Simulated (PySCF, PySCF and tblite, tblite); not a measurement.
# C₄HFN₂O: telling isomers apart by computed NMR, part 2 of 3

PySCF and tblite. Atoms count from 0.

## Step 11: GFN2-xTB relaxation, isomer D, conformer 1

The job: settings as JSON, then the geometry in Å.

```
{"job": {"xc": "GFN2-xTB", "basis": "xTB", "kind": "relax"}, "charge": 0, "multiplicity": 1}
N      2.899100    -0.056300     0.361700
C      1.735100    -0.023000     0.207600
C      0.345700    -0.027000     0.044900
C     -0.548600    -1.103300    -0.025200
N     -1.814100    -0.718400    -0.186600
O     -1.760800     0.672100    -0.256500
C     -0.462700     1.078400    -0.115300
F     -0.046800     2.356200    -0.117400
H     -0.333400    -2.172700     0.061700
```

What it wrote:

```text
step      E/eV     max force
  0    -642.39302    3.740
  1    -642.14805   13.172
  2    -642.58175    1.540
  3    -642.61954    0.774
  4    -642.64203    0.529
  5    -642.65763    0.573
  6    -642.66371    0.398
  7    -642.67081    0.277
  8    -642.67384    0.246
  9    -642.67525    0.094
 10    -642.67590    0.071
 11    -642.67637    0.099
 12    -642.67669    0.090
 13    -642.67692    0.054
 14    -642.67713    0.048
 15    -642.67734    0.068
 16    -642.67756    0.063
 17    -642.67779    0.054
 18    -642.67801    0.070
 19    -642.67825    0.089
 20    -642.67850    0.083
 21    -642.67874    0.049
 22    -642.67890    0.034
 23    -642.67890    0.034
 24    -642.67893    0.025
 25    -642.67892    0.093
 26    -642.67896    0.015
 27    -642.67896    0.004
 28    -642.67896    0.004
```

Wall time 0.08 s (1 thread of AMD EPYC 9R45, shared host).

Gain 0.286 eV; displacement 0.07 Å root mean square.

## Step 12: Shieldings, isomer D, conformer 1: PBE0/pcSseg-1

The job: settings as JSON, then the geometry in Å.

```
{"job": {"xc": "PBE0", "basis": "pcSseg-1", "kind": "nmr", "pop": false}, "charge": 0, "multiplicity": 1}
N      2.901571    -0.114839     0.361161
C      1.767693    -0.056325     0.218989
C      0.374556    -0.014939     0.044834
C     -0.550181    -1.099928    -0.018486
N     -1.760962    -0.668190    -0.189098
O     -1.717832     0.685153    -0.248080
C     -0.455339     1.069411    -0.109935
F     -0.203250     2.353571    -0.140879
H     -0.342695    -2.147921     0.056313
```

What it wrote:

```text
coarse grid: 9264 points
cycle   1  E = -436.8123184443  dE =  1.805e+00  |g| = 7.311e-01  |ddm| = 3.365e+00
cycle   2  E = -436.5074294284  dE =  3.049e-01  |g| = 1.401e+00  |ddm| = 1.973e+00
cycle   3  E = -436.9171074911  dE = -4.097e-01  |g| = 2.193e-01  |ddm| = 1.435e+00
cycle   4  E = -436.9246397333  dE = -7.532e-03  |g| = 1.051e-01  |ddm| = 2.164e-01
cycle   5  E = -436.9268948255  dE = -2.255e-03  |g| = 1.431e-02  |ddm| = 9.879e-02
cycle   6  E = -436.9269255873  dE = -3.076e-05  |g| = 9.343e-03  |ddm| = 1.998e-02
cycle   7  E = -436.9269435168  dE = -1.793e-05  |g| = 1.420e-03  |ddm| = 8.444e-03
cycle   8  E = -436.9269438609  dE = -3.441e-07  |g| = 5.640e-04  |ddm| = 1.361e-03
final grid: 95000 points
cycle   9  E = -436.9879512144  dE = -1.862e-05  |g| = 1.029e-02  |ddm| = 2.832e-02
cycle  10  E = -436.9879117970  dE =  3.942e-05  |g| = 1.811e-02  |ddm| = 1.913e-02
cycle  11  E = -436.9879693851  dE = -5.759e-05  |g| = 1.472e-03  |ddm| = 1.289e-02
cycle  12  E = -436.9879698183  dE = -4.332e-07  |g| = 4.620e-04  |ddm| = 1.524e-03
cycle  13  E = -436.9879698558  dE = -3.744e-08  |g| = 1.902e-04  |ddm| = 4.945e-04
cycle  14  E = -436.9879698621  dE = -6.384e-09  |g| = 8.971e-05  |ddm| = 2.202e-04
cycle  15  E = -436.9879698638  dE = -1.629e-09  |g| = 1.724e-05  |ddm| = 8.130e-05
cycle  16  E = -436.9879698638  dE = -4.911e-11  |g| = 9.920e-06  |ddm| = 2.018e-05
converged SCF energy = -436.9879698638

GIAO shielding tensors (ppm)
atom      isotropic    diamagn.    paramagn.     s11        s22        s33       span
  0 N      -64.675     340.258    -404.933   -244.893   -185.468    236.337    481.230
  1 C       74.293     256.687    -182.394    -36.206    -35.316    294.402    330.608
  2 C      108.529     260.472    -151.942     64.390    100.869    160.329     95.939
  3 C       28.960     245.671    -216.711    -72.981     35.373    124.488    197.469
  4 N     -130.875     316.525    -447.401   -372.690    -77.342     57.407    430.097
  5 O      -41.610     396.528    -438.137   -160.705    -99.542    135.418    296.124
  6 C        0.124     248.633    -248.509    -73.287     20.224     53.436    126.723
  7 F      263.218     468.977    -205.759    135.226    266.326    388.102    252.877
  8 H       23.341      28.709      -5.368     21.821     22.150     26.053      4.232
```

Run time: 6.6 s. Hardware: 1 thread of AMD EPYC 9R45, shared host.

Key values: HOMO -8.57 eV, LUMO -1.59 eV; dipole 1.51 D.

## Step 13: Boltzmann average, isomer D: properties at PBE0/pcSseg-1

The job: settings as JSON, then the geometry in Å.

```
{"job": {"study": "conf", "smiles": "N#Cc1cnoc1F", "search": {"seed": 3814, "n_embed": 60, "ff_keep": 14, "window": 2.5, "nmax": 6, "temps": [250, 298.15, 350], "t_ref": 298.15, "order": 0.001}, "level": {"nmr": {"xc": "PBE0", "basis": "pcSseg-1"}}, "kind": "conf"}, "charge": 0, "multiplicity": 1}
N      2.901571    -0.114839     0.361161
C      1.767693    -0.056325     0.218989
C      0.374556    -0.014939     0.044834
C     -0.550181    -1.099928    -0.018486
N     -1.760962    -0.668190    -0.189098
O     -1.717832     0.685153    -0.248080
C     -0.455339     1.069411    -0.109935
F     -0.203250     2.353571    -0.140879
H     -0.342695    -2.147921     0.056313
```

What it wrote:

```text
conformer  sym    E(xTB)   E(DFT)   G(298.15 K)  weight  dipole/D
    1     Cs      0.000    0.000    0.000   1.0000    1.507

mean shielding (ppm) by class
class atoms           250 K   298.15 K      350 K
  0 N  0            -64.675    -64.675    -64.675
  1 C  1             74.293     74.293     74.293
  2 C  2            108.529    108.529    108.529
  3 C  3              28.96      28.96      28.96
  4 N  4           -130.875   -130.875   -130.875
  5 O  5             -41.61     -41.61     -41.61
  6 C  6              0.124      0.124      0.124
  7 F  7            263.218    263.218    263.218
  8 H  8             23.341     23.341     23.341
```

It took 7 s on 1 thread of AMD EPYC 9R45, shared host. This counts the runs that the step sums up.

The search (ETKDG, MMFF94s, GFN2-xTB) embedded 60 structures, kept 1 distinct ones after the force field and 1 after xTB; 1 was carried on (window 2.5 kcal/mol at the search's own energies). Energies: PBE0/pcSseg-1 with D3(BJ).

The conformers at 298 K:

```tsv
no.	group	mirror pair	ΔE xTB	ΔE DFT	ΔG	weight (%)	μ (D)	A, B, C (GHz)
1	Cs	no	0.00	0.00	0.00	100.0	1.51	3.74, 1.94, 1.28
```

Energies in kcal/mol. ΔG holds xTB vibrations and rotation, symmetry numbers and mirror pairs.

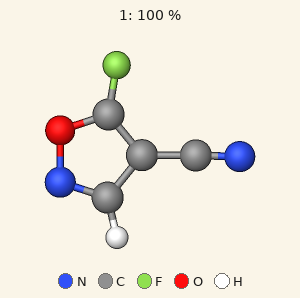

The one conformer.

Shifts against references run at the same level (¹³C TMS 186.9, ¹⁵N NH3 267.7, ¹H TMS 31.72, ¹⁹F CFCl3 170.9, ¹⁷O H2O 336.1 ppm of shielding), by class of atoms, at 298 K:

```tsv
atoms	environment	average
C6	aromatic carbon bearing fluorine	186.8
C3	aromatic CH next to a ring nitrogen	158.0
C1	nitrile carbon	112.6
C2	substituted aromatic carbon	78.4
H8	hydrogen on an aromatic CH next to a ring nitrogen	8.38
N4	pyridine-type nitrogen of an azole	398.6
N0	nitrile nitrogen	332.4
O5	aromatic ring oxygen	377.7
F7	aryl fluorine	-92.3
```

## Step 14: GFN2-xTB relaxation, isomer E, conformer 1

The job: settings as JSON, then the geometry in Å.

```
{"job": {"xc": "GFN2-xTB", "basis": "xTB", "kind": "relax"}, "charge": 0, "multiplicity": 1}
N     -0.253000     2.275600     1.257200
C     -0.067400     1.356200     0.575400
C      0.165400     0.187800    -0.281200
F      0.152900     0.645300    -1.591300
C      1.438500    -0.476100    -0.033600
N      2.466000    -0.985400     0.123200
C     -0.990600    -0.763100    -0.092600
O     -1.036200    -1.662300     0.749100
H     -1.862000    -0.572000    -0.731300
```

What it wrote:

```text
step      E/eV     max force
  0    -641.24384    3.772
  1    -640.88308    8.759
  2    -641.36556    1.623
  3    -641.33803    3.006
  4    -641.40199    0.340
  5    -641.40558    0.290
  6    -641.40697    0.683
  7    -641.41149    0.259
  8    -641.41242    0.096
  9    -641.41381    0.188
 10    -641.41515    0.275
 11    -641.41718    0.294
 12    -641.41910    0.196
 13    -641.42068    0.102
 14    -641.42169    0.125
 15    -641.42252    0.122
 16    -641.42334    0.095
 17    -641.42433    0.142
 18    -641.42567    0.224
 19    -641.42735    0.244
 20    -641.42906    0.182
 21    -641.43036    0.095
 22    -641.43105    0.070
 23    -641.43143    0.065
 24    -641.43182    0.069
 25    -641.43226    0.067
 26    -641.43269    0.058
 27    -641.43310    0.068
 28    -641.43360    0.105
 29    -641.43438    0.133
 30    -641.43553    0.147
 31    -641.43716    0.129
 32    -641.43873    0.196
 33    -641.43978    0.222
 34    -641.44051    0.093
 35    -641.44088    0.063
 36    -641.44122    0.061
 37    -641.44162    0.047
 38    -641.44182    0.057
 39    -641.44202    0.066
 40    -641.44227    0.058
 41    -641.44260    0.054
 42    -641.44286    0.053
 43    -641.44303    0.051
 44    -641.44315    0.035
 45    -641.44315    0.035
 46    -641.44321    0.062
 47    -641.44335    0.050
 48    -641.44340    0.041
 49    -641.44347    0.030
 50    -641.44351    0.050
 51    -641.44357    0.064
 52    -641.44361    0.019
 53    -641.44365    0.024
 54    -641.44368    0.022
 55    -641.44371    0.021
 56    -641.44374    0.014
 57    -641.44376    0.013
 58    -641.44377    0.010
 59    -641.44378    0.015
 60    -641.44380    0.014
 61    -641.44382    0.012
 62    -641.44383    0.011
 63    -641.44384    0.007
 64    -641.44384    0.005
 65    -641.44384    0.004
```

Run time: 0.17 s. Hardware: 1 thread of AMD EPYC 9R45, shared host.

Gain 0.200 eV; displacement 0.22 Å root mean square.

**GFN2-xTB relaxation, isomer E, conformer 2**

The job: settings as JSON, then the geometry in Å.

```
{"job": {"xc": "GFN2-xTB", "basis": "xTB", "kind": "relax"}, "charge": 0, "multiplicity": 1}
N     -1.010100     2.329500     0.607200
C     -0.635400     1.244600     0.514000
C     -0.116500    -0.131800     0.376100
F      0.040600    -0.657400     1.612700
C     -1.051000    -0.986600    -0.369300
N     -1.774100    -1.649700    -1.005800
C      1.175700    -0.061300    -0.394400
O      2.269100    -0.438400     0.042800
H      1.115300     0.357000    -1.408500
```

What it wrote:

```text
step      E/eV     max force
  0    -641.13768    4.146
  1    -640.70058   13.099
  2    -641.29384    2.640
  3    -641.25316    3.533
  4    -641.34269    0.657
  5    -641.33257    1.783
  6    -641.34878    0.184
  7    -641.35036    0.148
  8    -641.35269    0.095
  9    -641.35292    0.053
 10    -641.35321    0.062
 11    -641.35342    0.078
 12    -641.35369    0.056
 13    -641.35394    0.051
 14    -641.35423    0.055
 15    -641.35452    0.083
 16    -641.35484    0.083
 17    -641.35519    0.053
 18    -641.35548    0.046
 19    -641.35565    0.039
 20    -641.35565    0.039
 21    -641.35567    0.084
 22    -641.35572    0.024
 23    -641.35573    0.037
 24    -641.35575    0.017
 25    -641.35578    0.043
 26    -641.35580    0.065
 27    -641.35583    0.024
 28    -641.35585    0.012
 29    -641.35585    0.010
 30    -641.35586    0.007
 31    -641.35586    0.007
 32    -641.35587    0.010
 33    -641.35587    0.011
 34    -641.35588    0.009
 35    -641.35589    0.007
 36    -641.35590    0.007
 37    -641.35590    0.006
 38    -641.35590    0.005
 39    -641.35591    0.004
```

It took 0.1 s on 1 thread of AMD EPYC 9R45, shared host.

Gain 0.218 eV; displacement 0.04 Å root mean square.

## Step 15: Shieldings, isomer E, conformer 1: PBE0/pcSseg-1

The job: settings as JSON, then the geometry in Å.

```
{"job": {"xc": "PBE0", "basis": "pcSseg-1", "kind": "nmr", "pop": false}, "charge": 0, "multiplicity": 1}
N     -0.122303     2.187790     1.383761
C     -0.006656     1.327733     0.645352
C      0.127774     0.226635    -0.305552
F      0.045857     0.698766    -1.598518
C      1.415296    -0.427518    -0.085248
N      2.417003    -0.944925     0.079615
C     -1.020362    -0.791813    -0.082546
O     -1.205070    -1.381588     0.929484
H     -1.637977    -0.889086    -0.991528
```

What it wrote:

```text
coarse grid: 9264 points
cycle   1  E = -436.6500131337  dE =  1.536e+00  |g| = 1.127e+00  |ddm| = 3.014e+00
cycle   2  E = -435.2360397552  dE =  1.414e+00  |g| = 2.903e+00  |ddm| = 3.031e+00
cycle   3  E = -436.9087568573  dE = -1.673e+00  |g| = 1.814e-01  |ddm| = 2.343e+00
cycle   4  E = -436.9082994252  dE =  4.574e-04  |g| = 1.751e-01  |ddm| = 2.044e-01
cycle   5  E = -436.9138539404  dE = -5.555e-03  |g| = 4.135e-02  |ddm| = 1.196e-01
cycle   6  E = -436.9141554823  dE = -3.015e-04  |g| = 9.624e-03  |ddm| = 2.911e-02
cycle   7  E = -436.9141727339  dE = -1.725e-05  |g| = 2.534e-03  |ddm| = 7.625e-03
cycle   8  E = -436.9141739310  dE = -1.197e-06  |g| = 7.187e-04  |ddm| = 2.779e-03
final grid: 95000 points
cycle   9  E = -436.9769311883  dE = -1.305e-05  |g| = 1.065e-02  |ddm| = 2.466e-02
cycle  10  E = -436.9768700138  dE =  6.117e-05  |g| = 2.134e-02  |ddm| = 2.015e-02
cycle  11  E = -436.9769514059  dE = -8.139e-05  |g| = 1.694e-03  |ddm| = 1.353e-02
cycle  12  E = -436.9769518823  dE = -4.764e-07  |g| = 7.051e-04  |ddm| = 1.568e-03
cycle  13  E = -436.9769519726  dE = -9.027e-08  |g| = 2.476e-04  |ddm| = 5.300e-04
cycle  14  E = -436.9769519838  dE = -1.117e-08  |g| = 8.295e-05  |ddm| = 1.998e-04
cycle  15  E = -436.9769519849  dE = -1.104e-09  |g| = 7.858e-06  |ddm| = 5.636e-05
cycle  16  E = -436.9769519849  dE = -1.342e-11  |g| = 2.522e-06  |ddm| = 9.671e-06
converged SCF energy = -436.9769519849

GIAO shielding tensors (ppm)
atom      isotropic    diamagn.    paramagn.     s11        s22        s33       span
  0 N      -59.039     336.738    -395.777   -233.442   -213.692    270.018    503.461
  1 C       73.092     261.017    -187.924    -43.261    -31.135    293.673    336.933
  2 C      109.415     241.437    -132.022     84.954     97.585    145.707     60.752
  3 F      355.967     469.862    -113.896    325.390    330.856    411.654     86.264
  4 C       73.074     260.965    -187.891    -43.179    -31.239    293.640    336.819
  5 N      -58.945     336.742    -395.687   -233.848   -213.424    270.438    504.285
  6 C       -7.102     246.127    -253.229   -103.944     14.378     68.261    172.205
  7 O     -387.427     396.941    -784.368  -1035.725   -488.539    361.981   1397.706
  8 H       21.995      26.563      -4.568     20.786     20.956     24.244      3.458
```

It took 7 s on 1 thread of AMD EPYC 9R45, shared host.

This run: HOMO -9.40 eV, LUMO -2.82 eV; dipole 3.26 D.

## Step 16: Shieldings, isomer E, conformer 2: PBE0/pcSseg-1

The job: settings as JSON, then the geometry in Å.

```
{"job": {"xc": "PBE0", "basis": "pcSseg-1", "kind": "nmr", "pop": false}, "charge": 0, "multiplicity": 1}
N     -1.050339     2.286353     0.576490
C     -0.646176     1.223912     0.493502
C     -0.115375    -0.133563     0.384091
F      0.081808    -0.673170     1.631268
C     -1.056275    -0.948516    -0.382046
N     -1.781766    -1.587772    -0.985428
C      1.227929    -0.072489    -0.394751
O      2.257885    -0.445117     0.055037
H      1.095869     0.356356    -1.403343
```

What it wrote:

```text
coarse grid: 9264 points
cycle   1  E = -436.6473818996  dE =  1.544e+00  |g| = 1.133e+00  |ddm| = 2.993e+00
cycle   2  E = -435.1734027446  dE =  1.474e+00  |g| = 2.974e+00  |ddm| = 3.178e+00
cycle   3  E = -436.9098473026  dE = -1.736e+00  |g| = 1.524e-01  |ddm| = 2.460e+00
cycle   4  E = -436.9087411260  dE =  1.106e-03  |g| = 1.610e-01  |ddm| = 1.758e-01
cycle   5  E = -436.9133840431  dE = -4.643e-03  |g| = 3.685e-02  |ddm| = 1.092e-01
cycle   6  E = -436.9136289353  dE = -2.449e-04  |g| = 1.055e-02  |ddm| = 2.841e-02
cycle   7  E = -436.9136492026  dE = -2.027e-05  |g| = 3.029e-03  |ddm| = 7.982e-03
cycle   8  E = -436.9136508154  dE = -1.613e-06  |g| = 7.797e-04  |ddm| = 2.750e-03
final grid: 95000 points
cycle   9  E = -436.9765727599  dE = -1.020e-05  |g| = 1.126e-02  |ddm| = 2.459e-02
cycle  10  E = -436.9765000552  dE =  7.270e-05  |g| = 2.305e-02  |ddm| = 2.218e-02
cycle  11  E = -436.9765953247  dE = -9.527e-05  |g| = 1.571e-03  |ddm| = 1.505e-02
cycle  12  E = -436.9765956966  dE = -3.719e-07  |g| = 7.348e-04  |ddm| = 1.409e-03
cycle  13  E = -436.9765958027  dE = -1.061e-07  |g| = 2.140e-04  |ddm| = 5.371e-04
cycle  14  E = -436.9765958108  dE = -8.098e-09  |g| = 7.043e-05  |ddm| = 1.679e-04
cycle  15  E = -436.9765958115  dE = -7.680e-10  |g| = 8.590e-06  |ddm| = 4.899e-05
converged SCF energy = -436.9765958115

GIAO shielding tensors (ppm)
atom      isotropic    diamagn.    paramagn.     s11        s22        s33       span
  0 N      -64.603     336.554    -401.157   -242.094   -214.910    263.195    505.289
  1 C       74.145     261.702    -187.557    -40.261    -31.218    293.913    334.174
  2 C      107.137     238.876    -131.740     86.081     87.053    148.275     62.194
  3 F      363.459     468.678    -105.219    322.490    380.557    387.330     64.840
  4 C       74.132     261.694    -187.562    -40.260    -31.244    293.900    334.160
  5 N      -64.591     336.554    -401.145   -242.078   -214.947    263.253    505.331
  6 C        3.605     247.917    -244.311    -99.313     33.952     76.177    175.490
  7 O     -359.403     393.417    -752.820   -975.481   -478.512    375.785   1351.266
  8 H       22.565      27.193      -4.628     21.664     21.890     24.141      2.477
```

Wall time 6.6 s (1 thread of AMD EPYC 9R45, shared host).

This run: HOMO -9.36 eV, LUMO -2.70 eV; dipole 1.52 D.

## Step 17: Boltzmann average, isomer E: properties at PBE0/pcSseg-1

The job: settings as JSON, then the geometry in Å.

```
{"job": {"study": "conf", "smiles": "N#CC(F)(C#N)C=O", "search": {"seed": 3814, "n_embed": 60, "ff_keep": 14, "window": 2.5, "nmax": 6, "temps": [250, 298.15, 350], "t_ref": 298.15, "order": 0.001}, "level": {"nmr": {"xc": "PBE0", "basis": "pcSseg-1"}}, "kind": "conf"}, "charge": 0, "multiplicity": 1}
N     -0.122303     2.187790     1.383761
C     -0.006656     1.327733     0.645352
C      0.127774     0.226635    -0.305552
F      0.045857     0.698766    -1.598518
C      1.415296    -0.427518    -0.085248
N      2.417003    -0.944925     0.079615
C     -1.020362    -0.791813    -0.082546
O     -1.205070    -1.381588     0.929484
H     -1.637977    -0.889086    -0.991528
```

What it wrote:

```text
conformer  sym    E(xTB)   E(DFT)   G(298.15 K)  weight  dipole/D
    1     Cs      0.000    0.000    0.000   0.6338    3.256
    2     Cs      2.028    0.243    0.325   0.3662    1.517

mean shielding (ppm) by class
class atoms           250 K   298.15 K      350 K
  0 N  0,5          -60.928    -61.044    -61.136
  1 C  1,4           73.448      73.47     73.487
  2 C  2            108.628    108.581    108.544
  3 F  3            358.555    358.711    358.833
  4 C  6             -3.404     -3.181     -3.006
  5 O  7           -377.748   -377.164   -376.708
  6 H  8             22.192     22.204     22.213
```

It took 14 s on 1 thread of AMD EPYC 9R45, shared host. This counts the runs that the step sums up.

The search (ETKDG, MMFF94s, GFN2-xTB) embedded 60 structures, kept 2 distinct ones after the force field and 2 after xTB; 2 were carried on (window 2.5 kcal/mol at the search's own energies). Energies: PBE0/pcSseg-1 with D3(BJ).

Conformer by conformer (298 K):

```tsv
no.	group	mirror pair	ΔE xTB	ΔE DFT	ΔG	weight (%)	μ (D)	F3–C2–C6–O7 (°)	A, B, C (GHz)
1	Cs	no	0.00	0.00	0.00	63.4	3.26	179	2.21, 2.04, 1.68
2	Cs	no	2.03	0.24	0.33	36.6	1.52	0	2.31, 2.10, 1.48
```

Energies in kcal/mol. ΔG holds xTB vibrations and rotation, symmetry numbers and mirror pairs.

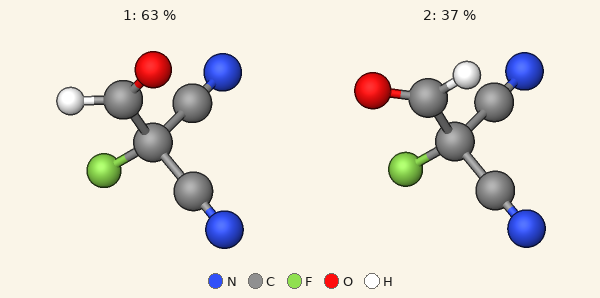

The conformers with their weights.

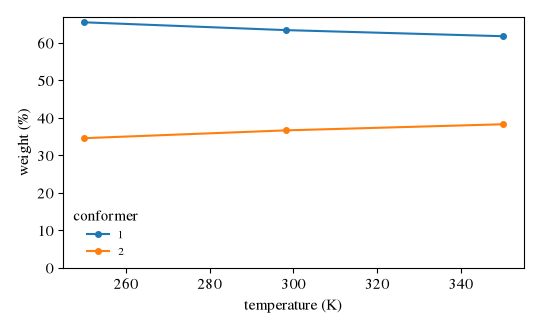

Weights against temperature.

How the weights hang on the way they are made:

```tsv
scheme	1	2	mean μ (D)
DFT free energy	63	37	2.62
DFT energy, symmetry counted	60	40	2.56
DFT energy alone	60	40	2.56
xTB energy, symmetry counted	97	3	3.20
xTB free energy	97	3	3.21
lowest conformer only	100	0	3.26
equal weights	50	50	2.39
```

Shifts against references run at the same level (¹³C TMS 186.9, ¹⁵N NH3 267.7, ¹H TMS 31.72, ¹⁹F CFCl3 170.9, ¹⁷O H2O 336.1 ppm of shielding), by class of atoms, at 298 K:

```tsv
atoms	environment	no. 1	no. 2	average
C6	aldehyde carbonyl carbon	194.0	183.3	190.1
C1, C4	nitrile carbon	113.8	112.8	113.5
C2	fully substituted sp3 carbon bonded to F, α to a carbonyl	77.5	79.8	78.3
H8	hydrogen on an aldehyde carbonyl carbon	9.72	9.15	9.51
N0, N5	nitrile nitrogen	326.7	332.3	328.8
F3	fluorine on an sp3 carbon	-185.0	-192.5	-187.8
O7	aldehyde oxygen	723.5	695.5	713.2
```

(Part 2 of 3 ends here.)
